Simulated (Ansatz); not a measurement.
# doublet SnTe+: levels of theory compared

We compute a comparison of 6 runs (UHF/STO-3G, UHF/3-21G, UB3LYP/def2-TZVPPD, UPBE0/def2-TZVPPD, UMP2/def2-TZVPPD, UCCSD/def2-TZVPPD) of doublet SnTe+. 

The calculation is run with Ansatz 0.2.0.

18 further runs of the same task are left out: 18 set aside as unsound or not needed.

### 1 The molecule

The species is SnTe+ (2 atoms), meant as a doublet with charge +1. As SMILES of the parent species, `[Sn][Te]`. Geometry: relaxed at PBE0-D4/def2-TZVP. That shape belongs to the parent species and isn't relaxed for this state.

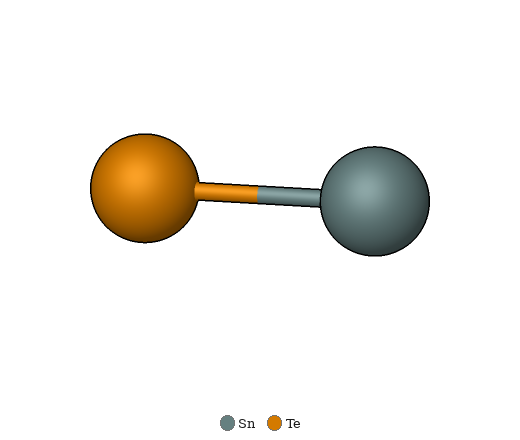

The structure, seen from a chosen angle (tin teal, tellurium orange).

### 2 A single-point energy at UHF/STO-3G (run 1)

Input file job.yaml:

```yaml
crystal:
  periodic: [false, false, false]
  atoms:
    - symbol: Sn
      position_ang: [0.000000, 0.000000, 0.009440]
    - symbol: Te
      position_ang: [-0.000000, -0.000000, 2.527330]
basis:
  gaussian: {orbitals: STO-3G}
total_charge: 1
magnetization: {spin_polarized: true, initial_magnetization: 1}
hamiltonian: {xc: hf}
accuracy: high
output: {orbitals: {seedname: orbitals}}
```

Command:

```
ansatz run job.yaml --threads 1 --pin off --max-ram 3480MiB --events-out events.jsonl --progress --plain --runs-dir runs
```

Log:

```text
Warning: RAYON_NUM_THREADS=1 ignored (pool sized by the plan → 1); use --threads N
Functional definition: HF
  name "HF"
  exchange = exact_x
  correlation = 0
826 factors; integrals over basis functions are off by at most 5.1e-9 eV
mean field evaluation 1: about -340416.0611 eV, gradient 1.7e1 eV
mean field evaluation 2: about -340416.0981 eV, gradient 1.7e1 eV
mean field evaluation 4: about -340421.3013 eV, gradient 2.1e0 eV
mean field evaluation 8: about -340421.4112 eV, gradient 2.9e-1 eV
mean field evaluation 16: about -340421.7650 eV, gradient 1.8e-4 eV
mean field evaluation 32: about -340421.7570 eV, gradient 3.4e-5 eV
mean field evaluation 64: about -340421.7569 eV, gradient 3.4e-2 eV
mean field evaluation 96: about -340421.3369 eV, gradient 7.1e-1 eV
mean field evaluation 128: about -340421.0676 eV, gradient 2.5e0 eV
mean field evaluation 160: about -340410.3424 eV, gradient 2.5e1 eV
mean field evaluation 192: about -340418.0911 eV, gradient 5.9e0 eV
mean field evaluation 224: about -340419.3808 eV, gradient 1.0e0 eV
mean field evaluation 256: about -340421.3886 eV, gradient 2.3e0 eV
mean field evaluation 288: about -340421.4670 eV, gradient 3.3e0 eV
mean field -340421.92047096 eV, -12510.2748310424 hartree, gradient 2.9e-8 eV, S^2 1.021182; 11 other end points of the search recorded, 0 dependent functions left out
reference -340421.92047096 eV, -12510.2748310424 hartree; 51, 50 occupied and 3, 4 virtual orbitals, 826 factors
Total energy: -340421.92047096 eV, -12510.2748310424 hartree
```

Run time: 16 s. Hardware: 1 thread of Arm Neoverse V1, shared host; peak memory 0.23 GiB.

### 3 The energy at UHF/3-21G (run 2)

Input file job.yaml:

```yaml
basis:
  gaussian:
    orbitals: 3-21G-spherical.json
crystal:
  periodic: [false, false, false]
  atoms:
    - {symbol: Sn, position_ang: [0.000000, 0.000000, 0.009440]}
    - {symbol: Te, position_ang: [-0.000000, -0.000000, 2.527330]}
hamiltonian:
  xc: hf
total_charge: 1
accuracy: high
output: {orbitals: {seedname: orbitals}}
magnetization:
  spin_polarized: true
  initial_magnetization: 1
```

The basis set 3-21G is read from a file made from the Basis Set Exchange's data (not shown).

Command:

```
ansatz run job.yaml --threads 1 --pin off --max-ram 3480MiB --events-out events.jsonl --progress --plain --runs-dir runs
```

Log (excerpt; [...] marks lines left out):

```text
Warning: RAYON_NUM_THREADS=1 ignored (pool sized by the plan → 1); use --threads N
Functional definition: HF
  name "HF"
[...]
1169 factors; integrals over basis functions are off by at most 7.4e-9 eV
[...]
mean field -342284.91854566 eV, -12578.7387475022 hartree, gradient 3.2e-8 eV, S^2 0.816588; 9 other end points of the search recorded, 0 dependent functions left out
reference -342284.91854566 eV, -12578.7387475022 hartree; 51, 50 occupied and 11, 12 virtual orbitals, 1169 factors
Total energy: -342284.91854566 eV, -12578.7387475022 hartree
```

Run time: 25 s. Hardware: 1 thread of Arm Neoverse V1, shared host; peak memory 0.3 GiB.

Runs 3 to 5 aren't shown in full; the table further down has their settings and results.

### 4 The energy at UCCSD/def2-TZVPPD (core potential) (run 6)

Input file input.yaml:

```yaml
crystal:
  periodic: [false, false, false]
  atoms:
    - {symbol: Sn, position_ang: [0.000000, 0.000000, 0.009440]}
    - {symbol: Te, position_ang: [-0.000000, -0.000000, 2.527330]}
basis:
  gaussian:
    orbitals: def2-TZVPPD.json
total_charge: 1
magnetization:
  spin_polarized: true
  initial_magnetization: 1
correlation:
  method: ccsd
  frozen_orbitals: {Sn: 4, Te: 4}
accuracy: high
scf:
  omitted_lower_state_checks: [cluster_reference, increment]
```

The basis set def2-TZVPPD is read from a file made from the Basis Set Exchange's data (not shown).

Command:

```
ansatz run input.yaml --threads 1 --pin off --max-ram 3480MiB --events-out events.jsonl --progress --plain --runs-dir runs
```

Log (excerpt; [...] marks lines left out):

```text
Warning: RAYON_NUM_THREADS=1 ignored (pool sized by the plan → 1); use --threads N
Functional definition: HF
  name "HF"
[...]
2004 factors; integrals over basis functions are off by at most 2.3e-9 eV
[...]
mean field -13065.29818978 eV, -480.1408524972 hartree, gradient 1.4e-8 eV, S^2 0.767539; 20 other end points of the search recorded, 0 dependent functions left out
8 core orbitals not correlated: weight in the atoms' cores, before any rotation towards them, 1.000 or more for the frozen orbitals, at most 0.000 for the correlated occupied ones
reference -13065.29818978 eV, -480.1408524972 hartree; 15, 14 occupied and 92, 93 virtual orbitals, 2004 factors
second order -19.37883562 eV of doubles, -0.00000000 eV of singles
cycle   1  -18.10485837 eV  change     1.3e0 eV  update   1.0e-1
[...]
cycle  25  -18.61272435 eV  change    2.9e-9 eV  update   2.0e-9
Total energy: -13083.91091413 eV, -480.8248575008 hartree
Checks for a lower state left out: cluster_reference, increment
```

It took 1.7 min on 1 thread of Arm Neoverse V1, shared host; peak memory 1.3 GiB.

### 5 All runs side by side

| run | level | core potential | frozen core orbitals | energy (Eh) | HOMO energy (eV) | LUMO energy (eV) | ⟨S²⟩ | wall time |
| --- | --- | --- | --- | --- | --- | --- | --- | --- |
| 1 | UHF/STO-3G | none | – | -12510.274831 | -12.22 | -4.64 | 1.021 | 16 s |
| 2 | UHF/3-21G | none | – | -12578.738748 | -14.11 | -7.40 | 0.817 | 25 s |
| 3 | UB3LYP/def2-TZVPPD (core potential) | def2-TZVPPD | – | -482.233126 | -12.29 | -10.81 | 0.754 | 85 s |
| 4 | UPBE0/def2-TZVPPD (core potential) | def2-TZVPPD | – | -482.086809 | -12.46 | -10.47 | 0.756 | 51 s |
| 5 | UMP2/def2-TZVPPD (core potential) | def2-TZVPPD | 8 | -480.853012 | – | – | 0.768 | 69 s |
| 6 | UCCSD/def2-TZVPPD (core potential) | def2-TZVPPD | 8 | -480.824858 | – | – | 0.768 | 1.7 min |

### 6 Results

| quantity | value |
| --- | --- |
| run 6: total energy | -480.82486 Eh |
| run 6: correlation energy (8 core orbitals frozen) | -684.0 mEh |
| run 6: ⟨S²⟩ of the reference determinant | 0.768 |
| run 6: T1 diagnostic | 0.016 |

What this shows: Totals of different functionals can't be ranked against each other. Some runs of one species differ in core potentials or relativity; totals across that change don't compare. In run 1 the basis is minimal, so the values are rough. In runs 1, 2 relativity is left out where basis or elements ask for it. Spin contamination of the reference: run 1 ⟨S²⟩ = 1.02. All runs together took 5.8 min, the longest 1.7 min.
